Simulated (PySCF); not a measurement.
Vertical excitations of a molecule CH9FOSi3 from TDA-PBE/def2-SVPD (PySCF), as energy in eV (oscillator strength): 5.65 (0.019), 6.12 (0.000), 6.24 (0.025), 6.43 (0.006), 6.75 (0.000), 6.86 (0.051). Lowest triplet (TDA): 5.09 eV. Coordinates come from a r2SCAN-D4/def2-SVP optimisation. The values are those of a single conformer.

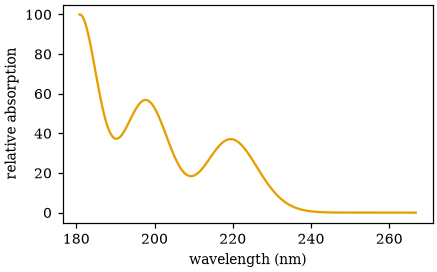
The lines broadened by 0.4 eV.

Problem. Which molecule gave these data?
A) OC([SiH3])([SiH3])[SiH2]F
B) C[SiH2][SiH2][Si@H](O)F
C) F[Si@@H]([SiH3])CO[SiH3]
D) C[SiH2][SiH2]O[SiH2]F

Solution. D, C[SiH2][SiH2]O[SiH2]F
